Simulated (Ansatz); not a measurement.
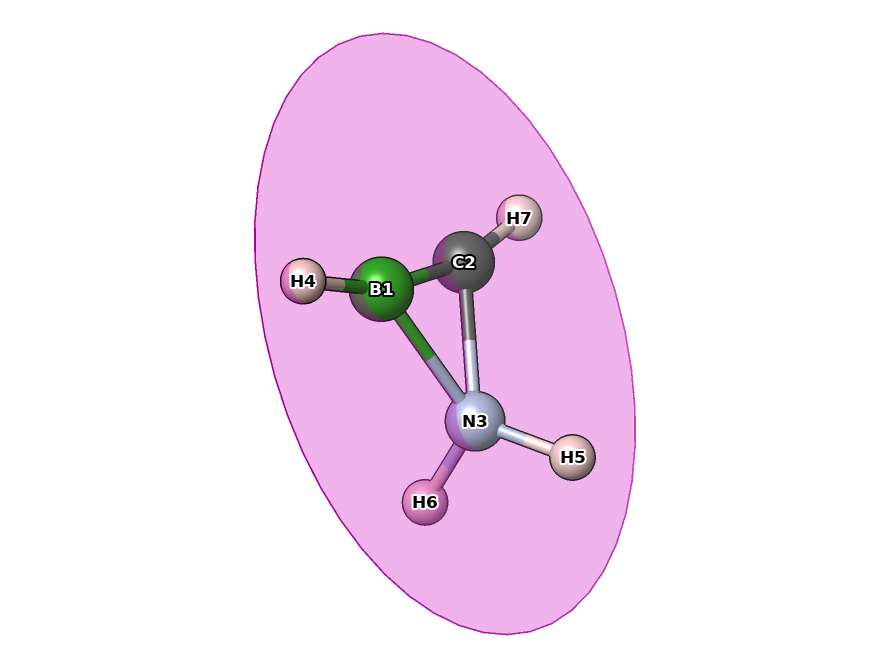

A disc through the centre of mass is drawn in. Atoms fade into the background with distance from the viewer. Computed geometry: PBE0-D4/def2-TZVP optimisation. No frequency run is at hand to confirm it as a minimum.

Is the plane of the disc a mirror plane of the structure?

Yes. The reflection leaves B1, C2, N3, H4, H7 in place and moves H5 ↔ H6. The point group is Cs.
